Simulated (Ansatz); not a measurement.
Geometry optimisation.

Program: Ansatz.

```
crystal:
  lattice:
    - [4.4150128143, 0.0, 0.0]
    - [0.0, 4.4150128143, 0.0]
    - [0.0, 0.0, 6.243771]
  atoms:
    - { symbol: P, position: [0.0, 0.0, 0.0] }
    - { symbol: Lu, position: [0.0, 0.0, 0.5] }
    - { symbol: As, position: [0.5, 0.5, 0.5] }
    - { symbol: Lu, position: [0.5, 0.5, 0.0] }
kpoints:
  mp_grid: { grid: [6, 6, 4] }
hamiltonian:
  xc: pbe
scf:
  occupations: { method: fermi_dirac, width: 0.02 }
relax:
  f_tol: 0.005
  cell: {}
```

Launched with:
```bash
ansatz run input.yaml --threads 2 --pin off --max-ram 2211MiB --backend cpu --events-out ev --progress --plain --runs-dir out
```

How does the optimisation go?

Answer. The optimisation met its thresholds at geometry 5, counting the start as the first. The energy fell by about 480 meV/atom from the first step to the last. All forces vanish by symmetry, so only the cell moves. The volume shrinks from 30.4 to 22.1 Å³ per atom (−27 %), as the pressure goes from −14 GPa to about 0 GPa.

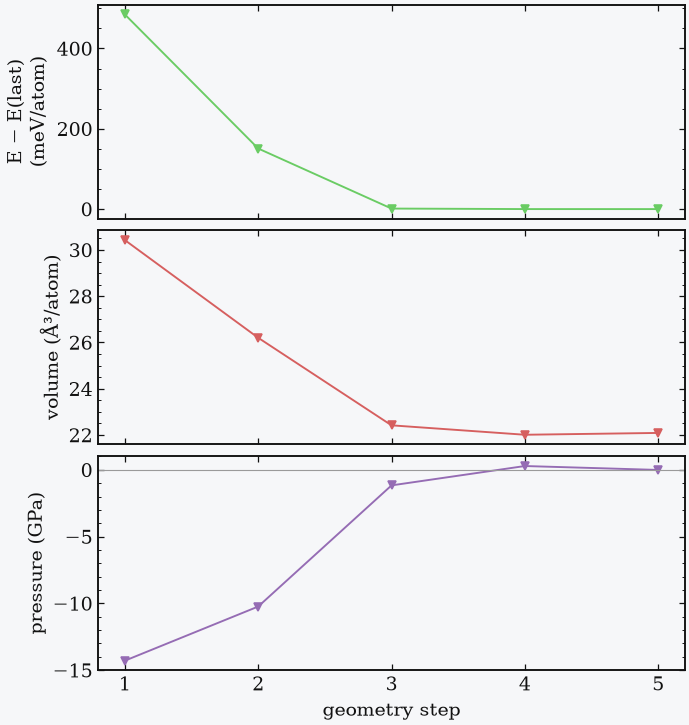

History of the run, step by step. Atoms and cell relax. A closing SCF on a freshly chosen basis isn't drawn.
